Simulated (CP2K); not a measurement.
# OH− (hydroxide) at B3LYP/aug-cc-pVTZ

Aim: the energy change on altering one bond length of OH− (hydroxide) at B3LYP/aug-cc-pVTZ, from 2 runs. 

The results are computed with CP2K 2026.2.

## Step 1: The system as given

OH− has 2 atoms, charge -1, and is taken as a singlet. SMILES: `[OH-]`. The coordinates come from a PBE0-D4/def2-TZVPD relaxation.

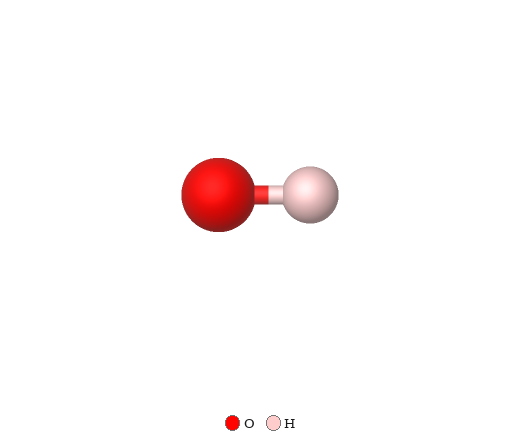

The structure, seen from a chosen angle (oxygen red, hydrogen pink).

## Step 2: A single-point energy at B3LYP/aug-cc-pVTZ

Contents of run.inp:

```
&global
  project run
  run_type ENERGY
  print_level MEDIUM
&end global
&force_eval
  method Quickstep
  &dft
    basis_set_file_name ./aug_cc_pvtz.basis
    potential_file_name POTENTIAL
    charge -1
    &qs
      method GAPW
      eps_default 1.0E-10
    &end qs
    &mgrid
      cutoff 280
      rel_cutoff 50
      ngrids 4
    &end mgrid
    &poisson
      periodic NONE
      poisson_solver WAVELET
    &end poisson
    &scf
      scf_guess ATOMIC
      eps_scf 1.0E-07
      max_scf 100
      added_mos 3
      &diagonalization
        algorithm STANDARD
      &end diagonalization
      &mixing
        method DIRECT_P_MIXING
        alpha 0.4
      &end mixing
    &end scf
    &xc
      &xc_functional
        &hyb_gga_xc_b3lyp
        &end hyb_gga_xc_b3lyp
      &end xc_functional
      &hf
        fraction 0.2
        &screening
          eps_schwarz 1.0E-10
        &end screening
        &memory
          max_memory 1050
        &end memory
      &end hf
    &end xc
    &print
      &moments
        periodic F
        reference COM
        max_moment 1
      &end moments
      &mo ON
        energies T
        occupation_numbers T
        ndigits 6
        &each
          qs_scf 0
        &end each
        add_last NUMERIC
      &end mo
      &lowdin ON
      &end lowdin
      &hirshfeld OFF
      &end hirshfeld
    &end print
  &end dft
  &subsys
    &cell
      abc 12.4 12.4 12.4
      periodic NONE
    &end cell
    &coord
      O      0.411800    -0.131800     0.212500
      H     -0.411800     0.131800    -0.212500
    &end coord
    &topology
      &center_coordinates
      &end center_coordinates
    &end topology
    &kind O
      basis_set aug-cc-pVTZ
      potential ALL
      lebedev_grid 194
      radial_grid 100
    &end kind
    &kind H
      basis_set aug-cc-pVTZ
      potential ALL
      lebedev_grid 194
      radial_grid 100
    &end kind
  &end subsys
&end force_eval
```

Launch:

```console
$ OMP_NUM_THREADS=1 cp2k.psmp -i run.inp > run.out 2>&1
```

Log:

```text
CP2K| version string:                                       CP2K version 2026.2
[...]
 GLOBAL| Method name                                                        CP2K
[...]
 GLOBAL| Run type                                                         ENERGY
[...]
 DFT| Spin restricted Kohn-Sham (RKS) calculation                            RKS
 DFT| Multiplicity                                                             1
[...]
 DFT| Charge                                                                  -1
[...]
 FUNCTIONAL| HYB_GGA_XC_B3LYP:
[...]
 QS| Method:                                                                GAPW
[...]
 QS| Density cutoff [a.u.]:                                                140.0
[...]
 QS| Relative density cutoff [a.u.]:                                        25.0
[...]
                             - Atoms:                                          2
[...]
                             - Spherical basis functions:                     69
[...]
 Number of electrons:                                                         10
[...]
     1 P_Mix/Diag. 0.40E+00    5.5    20.38923236       -80.0178512670 -8.00E+01
[...]
    19 DIIS/Diag.  0.33E-07    2.3     0.00000003       -75.8362712081  0.00E+00
  *** SCF run converged in    19 steps ***
[...]
  Overlap energy of the core charge distribution:               0.00000004666623
  Self energy of the core charge distribution:                -74.32059418673794
  Core Hamiltonian energy:                                     -5.86879920908822
  Hartree energy:                                              20.83487941778747
  Exchange-correlation energy:                                 -3.21733590052444
  Hartree-Fock Exchange energy:                                -1.73743169345550
[...]
                     Mulliken Population Analysis
 #  Atom  Element  Kind  Atomic population                           Net charge
       1     O        1          9.058040                             -1.058040
       2     H        2          0.941960                              0.058040
 # Total charge                             10.000000                 -1.000000
[...]
  Dipole moment [Debye]
    X= -0.9814930E+00 Y=  0.3141025E+00 Z= -0.5064790E+00  Total=      1.1482639
 ENERGY| Total FORCE_EVAL ( QS ) energy [hartree]            -75.836271208085961
[...]
```

Run time: 52 s. Hardware: 1 thread of Arm Neoverse V1, shared host; peak memory 0.89 GiB.

## Step 3: The distorted shape

Contents of calc.inp:

```
&GLOBAL
  PROJECT_NAME calc
  RUN_TYPE ENERGY
  PRINT_LEVEL MEDIUM
&END GLOBAL
&FORCE_EVAL
  METHOD QS
  &DFT
    BASIS_SET_FILE_NAME ./aug_cc_pvtz.basis
    POTENTIAL_FILE_NAME POTENTIAL
    CHARGE -1
    &QS
      METHOD GAPW
      EPS_DEFAULT 1.0E-10
    &END QS
    # plane-wave cutoff in Ry
    &MGRID
      CUTOFF 280
      REL_CUTOFF 50
      NGRIDS 4
    &END MGRID
    # isolated system
    &POISSON
      PERIODIC NONE
      POISSON_SOLVER WAVELET
    &END POISSON
    &SCF
      SCF_GUESS ATOMIC
      EPS_SCF 1.0E-07
      MAX_SCF 100
      ADDED_MOS 5
      &DIAGONALIZATION
        ALGORITHM STANDARD
      &END DIAGONALIZATION
      &MIXING
        METHOD DIRECT_P_MIXING
        ALPHA 0.4
      &END MIXING
    &END SCF
    &XC
      &XC_FUNCTIONAL
        &HYB_GGA_XC_B3LYP
        &END HYB_GGA_XC_B3LYP
      &END XC_FUNCTIONAL
      &HF
        FRACTION 0.2
        &SCREENING
          EPS_SCHWARZ 1.0E-10
        &END SCREENING
        &MEMORY
          MAX_MEMORY 1050
        &END MEMORY
      &END HF
    &END XC
    # extra output
    &PRINT
      &MOMENTS
        PERIODIC F
        REFERENCE COM
        MAX_MOMENT 1
      &END MOMENTS
      &MO ON
        ENERGIES T
        OCCUPATION_NUMBERS T
        NDIGITS 6
        &EACH
          QS_SCF 0
        &END EACH
        ADD_LAST NUMERIC
      &END MO
      &LOWDIN ON
      &END LOWDIN
      &HIRSHFELD OFF
      &END HIRSHFELD
    &END PRINT
  &END DFT
  # structure
  &SUBSYS
    &CELL
      ABC 12.8 12.8 12.8
      PERIODIC NONE
    &END CELL
    &COORD
      O      0.823580    -0.263594     0.424990
      H     -0.411800     0.131800    -0.212500
    &END COORD
    &TOPOLOGY
      &CENTER_COORDINATES
      &END CENTER_COORDINATES
    &END TOPOLOGY
    &KIND O
      BASIS_SET aug-cc-pVTZ
      POTENTIAL ALL
      LEBEDEV_GRID 194
      RADIAL_GRID 100
    &END KIND
    &KIND H
      BASIS_SET aug-cc-pVTZ
      POTENTIAL ALL
      LEBEDEV_GRID 194
      RADIAL_GRID 100
    &END KIND
  &END SUBSYS
&END FORCE_EVAL
```

Launch:

```console
$ OMP_NUM_THREADS=1 cp2k.psmp -i calc.inp -o calc.out
```

Log:

```text
CP2K| version string:                                       CP2K version 2026.2
[...]
 GLOBAL| Method name                                                        CP2K
[...]
 GLOBAL| Run type                                                         ENERGY
[...]
 DFT| Spin restricted Kohn-Sham (RKS) calculation                            RKS
 DFT| Multiplicity                                                             1
[...]
 DFT| Charge                                                                  -1
[...]
 FUNCTIONAL| HYB_GGA_XC_B3LYP:
[...]
 QS| Method:                                                                GAPW
[...]
 QS| Density cutoff [a.u.]:                                                140.0
[...]
 QS| Relative density cutoff [a.u.]:                                        25.0
[...]
                             - Atoms:                                          2
[...]
                             - Spherical basis functions:                     69
[...]
 Number of electrons:                                                         10
[...]
     1 P_Mix/Diag. 0.40E+00    6.5     8.30458559       -79.7701583504 -7.98E+01
[...]
    19 DIIS/Diag.  0.66E-08    3.6     0.00000002       -75.7576051903  4.26E-14
  *** SCF run converged in    19 steps ***
[...]
  Overlap energy of the core charge distribution:               0.00000000000000
  Self energy of the core charge distribution:                -74.32059418673794
  Core Hamiltonian energy:                                     -6.25560123237405
  Hartree energy:                                              21.20957180339074
  Exchange-correlation energy:                                 -3.11895955012749
  Hartree-Fock Exchange energy:                                -1.70271189000513
[...]
                     Mulliken Population Analysis
 #  Atom  Element  Kind  Atomic population                           Net charge
       1     O        1          9.038394                             -1.038394
       2     H        2          0.961606                              0.038394
 # Total charge                             10.000000                 -1.000000
[...]
  Dipole moment [Debye]
    X= -0.8103044E-01 Y=  0.2595572E-01 Z= -0.4181383E-01  Total=      0.0948052
 ENERGY| Total FORCE_EVAL ( QS ) energy [hartree]            -75.757605190338182
[...]
```

Run time: 75 s. Hardware: 1 thread of Arm Neoverse V1, shared host; peak memory 0.99 GiB.

## Step 4: Summary of results

At B3LYP/aug-cc-pVTZ:

```
                                                              quantity         value
                                             first shape: total energy  -75.83627 Eh
                                              first shape: HOMO energy       0.99 eV
                                              first shape: LUMO energy       3.84 eV
    first shape: HOMO–LUMO gap (to an unbound level, set by the basis)       2.85 eV
                                         distorted shape: total energy  -75.75761 Eh
                                          distorted shape: HOMO energy       0.66 eV
                                          distorted shape: LUMO energy       3.66 eV
distorted shape: HOMO–LUMO gap (to an unbound level, set by the basis)       3.00 eV
     energy change with the O1–H2 bond stretched from 0.964 to 1.445 Å      2.141 eV
```

What this shows: With the O1–H2 bond stretched from 0.964 to 1.445 Å the energy rises by 2.14 eV (49 kcal/mol). The first shape isn't relaxed at this level, so the change isn't measured from a minimum. The HOMO (first shape) lies at positive energy, 0.99 eV; only total energies tell whether the electron is bound. The HOMO (distorted shape) lies at positive energy, 0.66 eV; only total energies tell whether the electron is bound.
